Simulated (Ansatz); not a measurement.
Start from CdSe in the wurtzite structure (space group P6_3mc, No. 186; a = 4.383 Å, c = 7.154 Å).

Modification: an isotropic linear strain of −2.40 %, atoms relaxed at fixed cell.

Method: Ansatz (a program for electronic structure) PBE, no spin-orbit coupling.

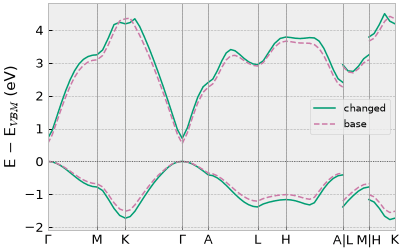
Highest valence and lowest conduction band along the path, each from its own valence-band maximum

The gap is 0.70 eV, direct at Γ; the base has 0.54 eV.

Whether these cells are dynamically stable was not tested.
